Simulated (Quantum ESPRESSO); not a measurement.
# Cr2O3 (Eskolaite): parallel and opposed starts

Aim: find out which collinear order of Cr2O3 (Eskolaite) costs least.

Method: LDA with U = 3.5 eV on Cr d (ortho-atomic projectors); plane waves with GBRV 1.5 LDA potentials, no spin-orbit coupling, in Quantum ESPRESSO 7.5.

## (1) Starting point

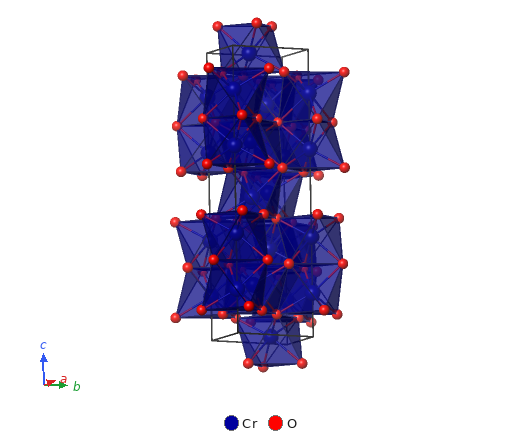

The cell as given, slightly off an axis (chromium blue, oxygen red). This picture shows the conventional cell, with its axes. Some periodic images of atoms are drawn too.

The cell comes from the Crystallography Open Database.

## (2) Start 1: ferro ++++

The signs are those of the starting moments on the seeded atoms, the atoms that are given a moment.

Contents of pw.in:

```
&CONTROL
  calculation = 'scf'
  prefix = 'pwscf'
  outdir = './tmp'
  pseudo_dir = './pseudo'
  disk_io = 'nowf'
/
&SYSTEM
  ibrav = 0
  nat = 10
  ntyp = 2
  ecutwfc = 40
  ecutrho = 280
  nbnd = 66
  occupations = 'smearing'
  smearing = 'fd'
  degauss = 0.00367493
  nspin = 2
  starting_magnetization(1) = 0.2143
  starting_magnetization(2) = 0
/
&ELECTRONS
  conv_thr = 2d-08
  electron_maxstep = 150
  mixing_beta = 0.3
/
ATOMIC_SPECIES
Cr     51.9961 cr_lda_v1.5.uspp.F.UPF
O      15.9990 o_lda_v1.2.uspp.F.UPF
CELL_PARAMETERS angstrom
   2.4785000000    1.4309626422    4.5307666667
  -2.4785000000    1.4309626422    4.5307666667
   0.0000000000   -2.8619252844    4.5307666667
ATOMIC_POSITIONS crystal
Cr      0.3474800000    0.3474800000    0.3474800000
Cr      0.1525200000    0.1525200000    0.1525200000
Cr      0.6525200000    0.6525200000    0.6525200000
Cr      0.8474800000    0.8474800000    0.8474800000
O       0.5558000000    0.9442000000    0.2500000000
O       0.2500000000    0.5558000000    0.9442000000
O       0.9442000000    0.2500000000    0.5558000000
O       0.4442000000    0.0558000000    0.7500000000
O       0.7500000000    0.4442000000    0.0558000000
O       0.0558000000    0.7500000000    0.4442000000
K_POINTS automatic
6 6 6 0 0 0
HUBBARD {ortho-atomic}
U Cr-3d 3.5000
```

On the command line:

```
> OMP_NUM_THREADS=1 mpirun -n 4 pw.x -nk 4 -in pw.in > pw.out
```

Output:

```text
Program PWSCF v.7.5 starts

     Message from routine setup:
     using ibrav=0 with symmetry is DISCOURAGED, use correct ibrav instead

     K-points division:     npool     =       4
     Subspace diagonalization in iterative solution of the eigenvalue problem:

     G-vector sticks info
     --------------------
     sticks:   dense  smooth     PW     G-vecs:    dense   smooth      PW
     Sum        1855    1071    329                51357    22277    3781

     Using Slab Decomposition

     bravais-lattice index     =            0
     lattice parameter (alat)  =      10.1270  a.u.
     unit-cell volume          =     650.6340 (a.u.)^3
     number of atoms/cell      =           10
     number of atomic types    =            2
     number of electrons       =        92.00
     number of Kohn-Sham states=           66
     kinetic-energy cutoff     =      40.0000  Ry
     charge density cutoff     =     280.0000  Ry
     scf convergence threshold =      2.0E-08
     mixing beta               =       0.3000
     number of iterations used =            8  plain     mixing
     Exchange-correlation= SLA  PZ   NOGX NOGC
                           (   1   1   0   0   0   0   0)
     Hubbard projectors: ortho-atomic
     Hubbard parameters of DFT+U (Dudarev formulation) in eV:
     U(Cr-3d) =  3.5000

     Internal variables: lda_plus_u =T, lda_plus_u_kind = 0

     Internal variables: orbital_resolved =F, hub_pot_fix =F, apply_U = F

     celldm(1)=  10.126969  celldm(2)=   0.000000  celldm(3)=   0.000000
     celldm(4)=   0.000000  celldm(5)=   0.000000  celldm(6)=   0.000000

     crystal axes: (cart. coord. in units of alat)
               a(1) = (   0.462496   0.267022   0.845456 )
               a(2) = (  -0.462496   0.267022   0.845456 )
               a(3) = (   0.000000  -0.534045   0.845456 )

     reciprocal axes: (cart. coord. in units 2 pi/alat)
               b(1) = (  1.081090  0.624167  0.394264 )
               b(2) = ( -1.081090  0.624167  0.394264 )
               b(3) = (  0.000000 -1.248335  0.394264 )

     PseudoPot. # 1 for Cr read from file:
     cr_lda_v1.5.uspp.F.UPF
     Pseudo is Ultrasoft + core correction, Zval = 14.0
     Generated by new atomic code, or converted to UPF format
     Using radial grid of  857 points,  6 beta functions with:
                l(1) =   0
                l(2) =   0
                l(3) =   1
                l(4) =   1
                l(5) =   2
                l(6) =   2
     Q(r) pseudized with  8 coefficients,  rinner =    0.950   0.950   0.950
                                                       0.950   0.950

     PseudoPot. # 2 for O  read from file:
     o_lda_v1.2.uspp.F.UPF
     Pseudo is Ultrasoft + core correction, Zval =  6.0
     Generated by new atomic code, or converted to UPF format
     Using radial grid of  737 points,  5 beta functions with:
                l(1) =   0
                l(2) =   0
                l(3) =   1
                l(4) =   1
                l(5) =   2
     Q(r) pseudized with  8 coefficients,  rinner =    0.900   0.900   0.900
                                                       0.900   0.900

     atomic species   valence    mass     pseudopotential
     Cr               14.00    51.99610     Cr( 1.00)
     O                 6.00    15.99900     O ( 1.00)

     Starting magnetic structure
     atomic species   magnetization
     Cr              0.214
     O               0.000

     12 Sym. Ops., with inversion, found ( 6 have fractional translation)

   Cartesian axes

     site n.     atom                  positions (alat units)
         1        Cr     tau(   1) = (  -0.0000000   0.0000000   0.8813373  )
         2        Cr     tau(   2) = (   0.0000000   0.0000000   0.3868469  )
         3        Cr     tau(   3) = (  -0.0000000   0.0000000   1.6550312  )
         4        Cr     tau(   4) = (   0.0000000  -0.0000000   2.1495216  )
         5        O      tau(   5) = (  -0.1796336   0.2670224   1.4795483  )
         6        O      tau(   6) = (  -0.1414314  -0.2890785   1.4795483  )
         7        O      tau(   7) = (   0.3210650   0.0220561   1.4795483  )
         8        O      tau(   8) = (   0.1796336  -0.2670224   1.0568202  )
         9        O      tau(   9) = (   0.1414314   0.2890785   1.0568202  )
        10        O      tau(  10) = (  -0.3210650  -0.0220561   1.0568202  )

     number of k points=    32  Fermi-Dirac smearing, width (Ry)=  0.0037
                       cart. coord. in units 2pi/alat
        k(    1) = (   0.0000000   0.0000000   0.0000000), wk =   0.0046296
        k(    2) = (   0.0000000  -0.2080558   0.0657107), wk =   0.0277778
        k(    3) = (   0.0000000  -0.4161116   0.1314215), wk =   0.0277778
        k(    4) = (  -0.0000000   0.6241674  -0.1971322), wk =   0.0138889
        k(    5) = (  -0.1801816  -0.1040279   0.1314215), wk =   0.0277778
        [... 27 further k-points ...]

     Dense  grid:    51357 G-vectors     FFT dimensions: (  54,  54,  54)

     Smooth grid:    22277 G-vectors     FFT dimensions: (  48,  48,  48)

     Check: negative core charge=   -0.000009
     Generating pointlists ...
     new r_m :   0.1512 (alat units)  1.5312 (a.u.) for type    1
     new r_m :   0.1512 (alat units)  1.5312 (a.u.) for type    2

     Initial potential from superposition of free atoms

     starting charge      87.9999, renormalised to      92.0000

     STARTING HUBBARD OCCUPATIONS:

     =================== HUBBARD OCCUPATIONS ===================
     ------------------------ ATOM    1 ------------------------
     Tr[ns(  1)] (up, down, total) =   3.40000  0.00000  3.40000
     Atomic magnetic moment for atom   1 =   3.40000
     [... lines left out ...]
     ------------------------ ATOM    2 ------------------------
     Tr[ns(  2)] (up, down, total) =   3.40000  0.00000  3.40000
     Atomic magnetic moment for atom   2 =   3.40000
     [... lines left out ...]
     ------------------------ ATOM    3 ------------------------
     Tr[ns(  3)] (up, down, total) =   3.40000  0.00000  3.40000
     Atomic magnetic moment for atom   3 =   3.40000
     [... lines left out ...]
     ------------------------ ATOM    4 ------------------------
     Tr[ns(  4)] (up, down, total) =   3.40000  0.00000  3.40000
     Atomic magnetic moment for atom   4 =   3.40000
     [... lines left out ...]
     Number of occupied Hubbard levels =   13.6000

     Atomic wfc used for Hubbard projectors are orthogonalized

     Starting wfcs are   64 randomized atomic wfcs +    2 random wfcs

     Self-consistent Calculation

     iteration #  1     ecut=    40.00 Ry     beta= 0.30
     Davidson diagonalization with overlap
     ethr =  1.00E-02,  avg # of iterations =  5.4

     =================== HUBBARD OCCUPATIONS ===================
     ------------------------ ATOM    1 ------------------------
     Tr[ns(  1)] (up, down, total) =   3.29127  0.31073  3.60200
     Atomic magnetic moment for atom   1 =   2.98054
     [... lines left out ...]
     ------------------------ ATOM    2 ------------------------
     Tr[ns(  2)] (up, down, total) =   3.29127  0.31073  3.60200
     Atomic magnetic moment for atom   2 =   2.98054
     [... lines left out ...]
     ------------------------ ATOM    3 ------------------------
     Tr[ns(  3)] (up, down, total) =   3.29127  0.31073  3.60200
     Atomic magnetic moment for atom   3 =   2.98054
     [... lines left out ...]
     ------------------------ ATOM    4 ------------------------
     Tr[ns(  4)] (up, down, total) =   3.29127  0.31073  3.60200
     Atomic magnetic moment for atom   4 =   2.98054
     [... lines left out ...]
     Number of occupied Hubbard levels =   14.4080

     negative rho (up, down):  0.000E+00 3.943E-03

     total energy              =    -894.93104202 Ry
     estimated scf accuracy    <       3.66848313 Ry

     total magnetization       =    12.00 Bohr mag/cell
     absolute magnetization    =    12.28 Bohr mag/cell

     iteration #  2     ecut=    40.00 Ry     beta= 0.30
     Davidson diagonalization with overlap
     ethr =  3.99E-03,  avg # of iterations =  1.9

     negative rho (up, down):  0.000E+00 7.026E-03

     total energy              =    -895.59026446 Ry
     estimated scf accuracy    <       0.23911332 Ry

     total magnetization       =    12.00 Bohr mag/cell
     absolute magnetization    =    12.41 Bohr mag/cell

     iteration #  3     ecut=    40.00 Ry     beta= 0.30
     Davidson diagonalization with overlap
     ethr =  2.60E-04,  avg # of iterations =  2.6

     negative rho (up, down):  0.000E+00 1.126E-02

     total energy              =    -895.62222873 Ry
     estimated scf accuracy    <       0.07646991 Ry

     total magnetization       =    12.00 Bohr mag/cell
     absolute magnetization    =    12.46 Bohr mag/cell

     [... further iterations left out ...]

     iteration #  8     ecut=    40.00 Ry     beta= 0.30
     Davidson diagonalization with overlap
     ethr =  2.60E-08,  avg # of iterations =  2.0

     negative rho (up, down):  0.000E+00 1.478E-02

     total energy              =    -895.63421233 Ry
     estimated scf accuracy    <       0.00002783 Ry

     total magnetization       =    12.00 Bohr mag/cell
     absolute magnetization    =    12.60 Bohr mag/cell

     iteration #  9     ecut=    40.00 Ry     beta= 0.30
     Davidson diagonalization with overlap
     ethr =  2.60E-08,  avg # of iterations =  1.5

     negative rho (up, down):  0.000E+00 1.478E-02

     total energy              =    -895.63421586 Ry
     estimated scf accuracy    <       0.00000061 Ry

     total magnetization       =    12.00 Bohr mag/cell
     absolute magnetization    =    12.60 Bohr mag/cell

     iteration # 10     ecut=    40.00 Ry     beta= 0.30
     Davidson diagonalization with overlap
     ethr =  6.62E-10,  avg # of iterations =  2.0

     negative rho (up, down):  0.000E+00 1.478E-02

     total energy              =    -895.63421592 Ry
     estimated scf accuracy    <       0.00000057 Ry

     total magnetization       =    12.00 Bohr mag/cell
     absolute magnetization    =    12.60 Bohr mag/cell

     iteration # 11     ecut=    40.00 Ry     beta= 0.30
     Davidson diagonalization with overlap
     ethr =  6.18E-10,  avg # of iterations =  2.0

     negative rho (up, down):  0.000E+00 1.478E-02

     Magnetic moment per site  (integrated on atomic sphere of radius R)
     atom   1 (R=0.151)  charge= 10.8446  magn=  2.4906
     atom   2 (R=0.151)  charge= 10.8446  magn=  2.4906
     atom   3 (R=0.151)  charge= 10.8446  magn=  2.4906
     atom   4 (R=0.151)  charge= 10.8446  magn=  2.4906
     atom   5 (R=0.151)  charge=  5.4554  magn= -0.0372
     atom   6 (R=0.151)  charge=  5.4554  magn= -0.0372
     atom   7 (R=0.151)  charge=  5.4554  magn= -0.0372
     atom   8 (R=0.151)  charge=  5.4554  magn= -0.0372
     atom   9 (R=0.151)  charge=  5.4554  magn= -0.0372
     atom  10 (R=0.151)  charge=  5.4554  magn= -0.0372

     End of self-consistent calculation

     =================== HUBBARD OCCUPATIONS ===================
     ------------------------ ATOM    1 ------------------------
     Tr[ns(  1)] (up, down, total) =   3.61304  0.56018  4.17322
     Atomic magnetic moment for atom   1 =   3.05286
     [... lines left out ...]
     ------------------------ ATOM    2 ------------------------
     Tr[ns(  2)] (up, down, total) =   3.61304  0.56018  4.17322
     Atomic magnetic moment for atom   2 =   3.05286
     [... lines left out ...]
     ------------------------ ATOM    3 ------------------------
     Tr[ns(  3)] (up, down, total) =   3.61304  0.56018  4.17322
     Atomic magnetic moment for atom   3 =   3.05286
     [... lines left out ...]
     ------------------------ ATOM    4 ------------------------
     Tr[ns(  4)] (up, down, total) =   3.61304  0.56018  4.17322
     Atomic magnetic moment for atom   4 =   3.05286
     [... lines left out ...]
     Number of occupied Hubbard levels =   16.6929

     [... lines left out ...]
     the Fermi energy is    12.6898 ev

!    total energy              =    -895.63421610 Ry
     estimated scf accuracy    <          7.9E-09 Ry
     smearing contrib. (-TS)   =      -0.00000000 Ry
     internal energy E=F+TS    =    -895.63421610 Ry

     The total energy is F=E-TS. E is the sum of the following terms:
     one-electron contribution =    -366.95121873 Ry
     hartree contribution      =     231.95183593 Ry
     xc contribution           =    -132.36954592 Ry
     ewald contribution        =    -628.76144723 Ry
     Hubbard energy            =       0.49615984 Ry

     total magnetization       =    12.00 Bohr mag/cell
     absolute magnetization    =    12.60 Bohr mag/cell

     convergence has been achieved in  11 iterations

=------------------------------------------------------------------------------=
   JOB DONE.
=------------------------------------------------------------------------------=
```

It took 71 s on 4 MPI ranks of Intel Xeon Platinum 8488C (Sapphire Rapids), shared host; peak memory 0.7 GiB; 4.7 min of CPU time.

Spin moment in the atom's sphere by atom:

| atom | spin moment in the atom's sphere (μB) |
| --- | --- |
| Cr1 | 2.49 |
| Cr2 | 2.49 |
| Cr3 | 2.49 |
| Cr4 | 2.49 |
| O5 | -0.04 |
| O6 | -0.04 |
| O7 | -0.04 |
| O8 | -0.04 |
| O9 | -0.04 |
| O10 | -0.04 |

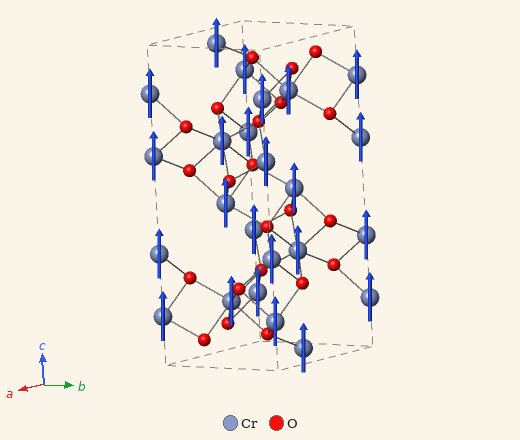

Spin moment in the atom's sphere as arrows, the longest 2.49 μB. Up and down stand for the sign. Arrows give size and sign along the axis of quantisation, drawn up and down the page. Some periodic images of atoms are drawn too.

This step gave:

| Item | Value |
| --- | --- |
| smearing term TS | 9.77e-11 eV |
| magnetization | 12 μB |
| absolute magnetization | 12.60 μB |
| final state | ferromagnetic |

(Continued in part 2 of 2.)

[Logs and program files are shortened in this print: banners, set-up blocks, solver, clock and traceback lines can be left out without a mark of their own.]

[Logs are printed without paths, hosts, clocks, repeated set-up lines and the standing remarks that a program may print on its own settings, such as how far it seeks lower states.]

[Hosts, paths, dates, database ids (printed as entryN), source tags and the programs' standing remarks are cut or masked in the printed files.]

[Where a cell is said to come from a database of computed structures, the database is the Materials Project.]
